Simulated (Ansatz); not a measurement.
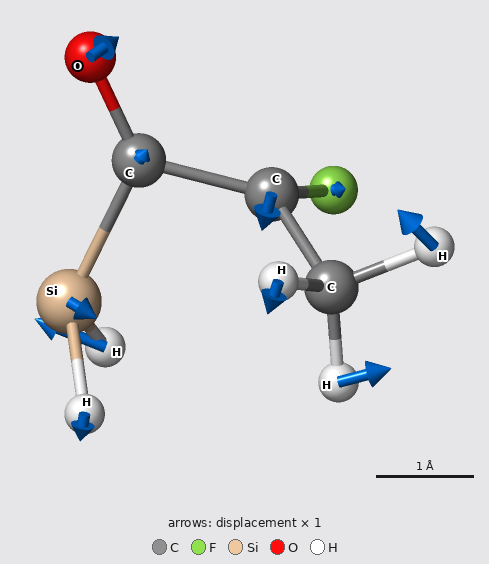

This is a relaxation of C₃H₅FOSi. The starting structure is drawn; blue arrows show the displacements, at their true length. The two geometries are superimposed by the best rigid fit.

A ball-and-stick model, seen at a tilt.

The run prepares an end point of a later path (inversion) calculation, from a guessed geometry.

These are results of RKS PBE0/6-31G* in Ansatz 0.2.0, not measurements. Settings: no spin polarisation; force threshold 0.015 eV/Å; at most 40 steps.

Question: Which element moves most?

Answer: Hydrogen: up to 0.79 Å, against 0.46 Å for oxygen.

Question: What did the optimiser do to the structure, and how much energy did it gain?

Answer: After 23 accepted moves (25 points after the start) the energy has fallen by 2.099 eV. Largest force component: 6.6 eV/Å at the start, 0.01 eV/Å at the end. The line search rejected the trial steps at points 17, 21 of the run. An H atom moves most after the best rigid fit: 0.79 Å. By element the largest moves are H 0.79 Å, O 0.46 Å, C 0.44 Å, Si 0.35 Å, F 0.15 Å. Some distances before and after: C–Si 2.426 → 1.942 Å, C–Si 3.091 → 2.862 Å, C–Si 1.730 → 1.921 Å, C–C 1.418 → 1.491 Å. Bond angles that change, for instance: C–C–Si 100.3° → 68.0°, C–Si–H 113.0° → 130.9°, Si–C–O 131.2° → 144.9°.
